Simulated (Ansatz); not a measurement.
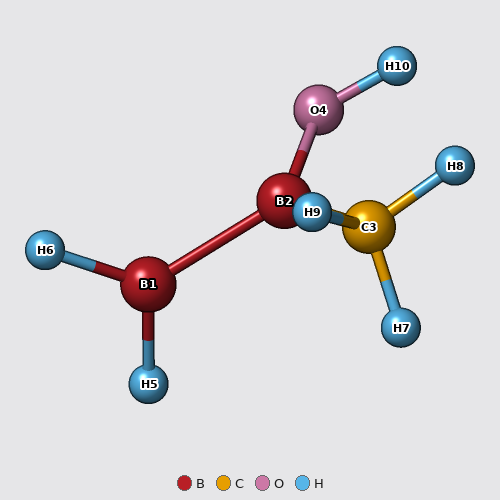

The system is CH6B2O, SMILES BB(C)O; the picture shows the reference structure. 
- Coordinates scanned: (1) dihedral C3–B2–O4–H10; (2) dihedral H5–B1–B2–C3.
- Nothing is relaxed (all other coordinates rigid).
- Grid: 18 × 18 points.
- All energies are given in kcal/mol relative to the lowest grid point.
- Method: RKS CAM-B3LYP-D4/def2-SVP in Ansatz 0.2.0.

Its coordinates:

```xyz
10

B    -1.3147    0.9466   -0.5752
B     0.1651    0.1530   -0.3509
C     0.4269   -0.7707    0.9070
O     1.1255    0.3395   -1.2954
H    -2.2376    0.4335   -1.1655
H    -1.5290    2.0495   -0.1269
H    -0.3125   -1.5879    0.9497
H     1.4329   -1.2246    0.9220
H     0.3013   -0.1985    1.8416
H     1.9421   -0.1405   -1.1064
```

Range: dihedral C3–B2–O4–H10 from −180 to 160°; dihedral H5–B1–B2–C3 from −180 to 160°.

Question: What landscape does the calculation give?

Answer: The lowest grid point is at dihedral C3–B2–O4–H10 = 0°, dihedral H5–B1–B2–C3 = −80°; the map holds 2 wells of about this depth. There are further wells near dihedral C3–B2–O4–H10 = −180°, dihedral H5–B1–B2–C3 = 100° (1.5 kcal/mol above the lowest at that grid point); dihedral C3–B2–O4–H10 = −180°, dihedral H5–B1–B2–C3 = −80° (1.6 kcal/mol above the lowest at that grid point). The highest grid point, dihedral C3–B2–O4–H10 = −80°, dihedral H5–B1–B2–C3 = −180°, lies 21.8 kcal/mol above the lowest. On the interpolated surface the easiest way out of the lowest well to the well at about dihedral C3–B2–O4–H10 = 0°, dihedral H5–B1–B2–C3 = 90° passes a barrier of about 5.1 kcal/mol. Round the minimum the two coordinates are weakly coupled (coupling −0.13 in units of the two stiffnesses).

| dihedral H5–B1–B2–C3 ↓, dihedral C3–B2–O4–H10 → | −160 | −120 | −80 | −40 | 0 | 40 | 80 | 120 | 160 |
| --- | --- | --- | --- | --- | --- | --- | --- | --- | --- |
| 160 | 5.7 | 16.0 | 21.0 | 11.2 | 4.3 | 10.2 | 20.4 | 17.0 | 6.5 |
| 120 | 3.1 | 11.7 | 16.0 | 7.5 | 1.1 | 6.3 | 15.4 | 12.9 | 4.1 |
| 80 | 3.1 | 11.3 | 14.1 | 5.5 | 0.1 | 5.9 | 14.3 | 10.8 | 2.7 |
| 40 | 5.6 | 15.4 | 18.1 | 8.4 | 2.9 | 9.8 | 18.9 | 14.0 | 4.5 |
| 0 | 6.6 | 17.3 | 21.7 | 11.5 | 5.0 | 11.5 | 21.7 | 17.3 | 6.6 |
| −40 | 4.4 | 13.8 | 18.6 | 9.5 | 2.7 | 8.2 | 18.0 | 15.2 | 5.5 |
| −80 | 2.7 | 10.9 | 14.3 | 5.8 | 0.0 | 5.4 | 14.1 | 11.3 | 3.1 |
| −120 | 4.2 | 13.1 | 15.7 | 6.5 | 1.2 | 7.5 | 16.2 | 11.9 | 3.3 |
| −160 | 6.5 | 17.0 | 20.6 | 10.4 | 4.4 | 11.2 | 21.1 | 16.2 | 5.9 |

The table holds every second grid line.

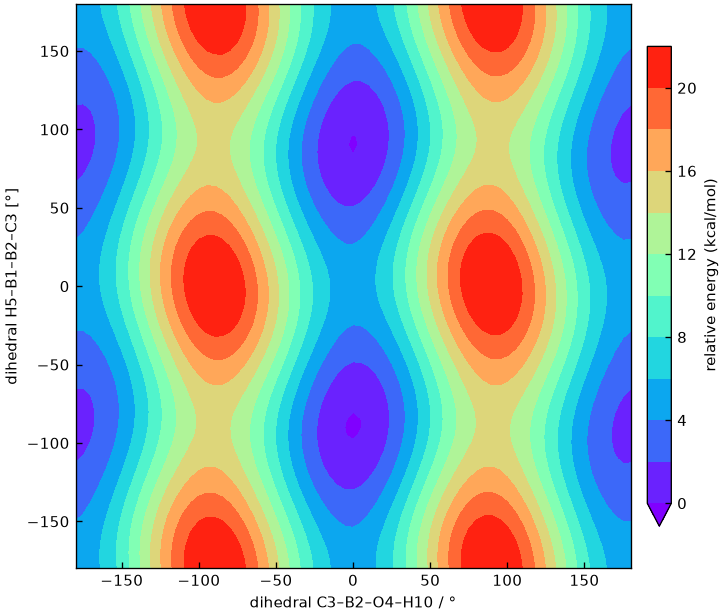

In the figure: filled contours. Between grid points the surface is interpolated.

Each point was launched as `ansatz run input.yaml --threads 1 --pin off --max-ram 2560MiB --backend cpu --events-out ev --progress --plain --runs-dir out`. The whole map (324 points run) took 11 min on 1 thread of Intel(R) Xeon(R) 6975P-C (Granite Rapids), on a shared host.
